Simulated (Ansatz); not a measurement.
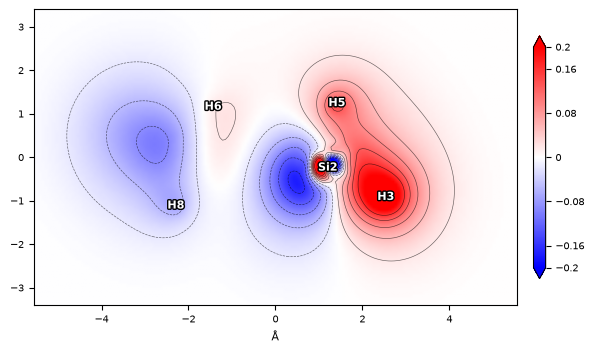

Figure. SiH4···SiH4. The HOMO on the plane of atoms H3, Si2 and H5 (values in Å⁻³ᐟ²; the overall sign is arbitrary).

Not at a stationary point (largest force 0.7 eV/Å).

The calculation used Ansatz, RKS B3LYP-D4/def2-SVP.

```xyz
10

Si   -0.3430    0.1846   -0.4781
Si   -0.2984   -0.1812    2.9350
H    -0.8309   -0.6538    4.2475
H     0.7479   -1.1307    2.4661
H     0.2990    1.1742    3.1057
H     0.7526    0.8062    0.3177
H    -0.2954    0.7089   -1.8742
H    -0.1605   -1.2946   -0.4965
H    -1.6224    0.4891    0.1778
H    -1.3817   -0.1029    1.9425
```

Question: Where does this orbital lie, and at what energy?

Answer: Its weight (Hirshfeld) is mainly on Si2 (about 25 %), Si1 (about 20 %), H10 (about 20 %), H9 (about 15 %) and H7 (about 10 %). Its energy is −8.85 eV.
